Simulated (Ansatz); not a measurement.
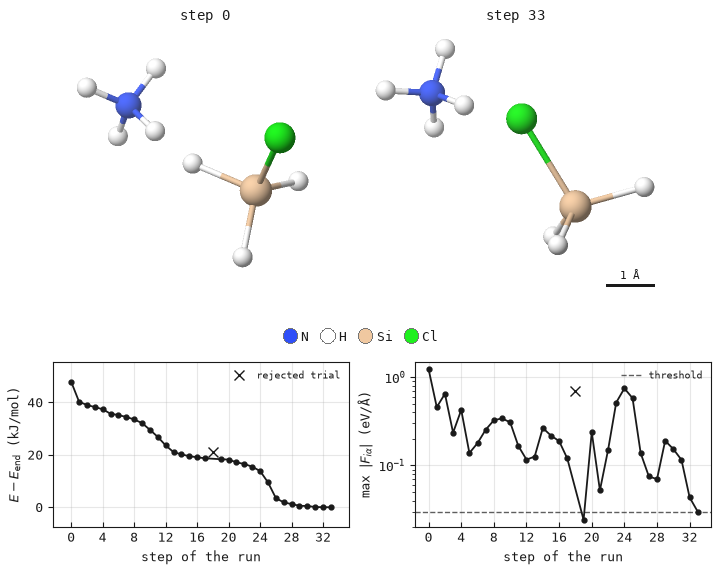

First and last geometry of a relaxation of SiNH7Cl (charge +1) (coarse preliminary run), with the history of the run. Style: ball-and-stick. Shown from a free direction.

Method: RKS PBE-D4/def2-SVP (Ansatz 0.2.0).

Input file:
```yaml
crystal:
  periodic: [false, false, false]
  atoms:
    - {symbol: N, position_ang: [0.030700, 0.027700, -1.965600]}
    - {symbol: H, position_ang: [-0.074700, 0.199100, -0.902100]}
    - {symbol: H, position_ang: [-0.840000, -0.377400, -2.323700]}
    - {symbol: H, position_ang: [0.804900, -0.624800, -2.125700]}
    - {symbol: H, position_ang: [0.219700, 0.915000, -2.443100]}
    - {symbol: Si, position_ang: [-0.109100, -0.081500, 1.996700]}
    - {symbol: Cl, position_ang: [1.490700, 0.714900, 2.849200]}
    - {symbol: H, position_ang: [0.006800, -1.519200, 1.792000]}
    - {symbol: H, position_ang: [-0.151800, 0.427400, 0.552900]}
    - {symbol: H, position_ang: [-1.377300, 0.318900, 2.569400]}
basis:
  gaussian: {orbitals: def2-SVP}
total_charge: 1
hamiltonian: {xc: pbe, dispersion: d4}
relax: {f_tol: 0.03, max_steps: 250}
```

Command:
```bash
ansatz run in.yaml --threads 4 --pin off --events-out ev --progress --plain --max-ram 9574MiB
```

### Read the history and describe the run.

It converged. The energy falls by 47.9 kJ/mol in 32 accepted moves (33 points after the start). Largest force component: 1.2 eV/Å at the start, 0.03 eV/Å at the end. The line search rejected the trial step at point 18 of the run. The forces were under the threshold at step 19, but the run went on from there. The atom that moves furthest after the best rigid fit is Cl7 (2.06 Å). Largest moves by element: Cl 2.06 Å, H 2.00 Å, Si 0.39 Å, N 0.29 Å. Some distances before and after: H5–Cl7 5.446 → 2.049 Å, Si6–Cl7 1.980 → 2.149 Å, N1–H5 1.025 → 1.074 Å, N1–H2 1.082 → 1.035 Å. Among the angles between lasting bonds that change: H8–Si6–H9 101.4° → 112.5°, Cl7–Si6–H10 115.2° → 105.8°, H9–Si6–H10 104.9° → 112.6°. The run took 25 s on 4 threads of Arm Neoverse V1, with other jobs on the host.
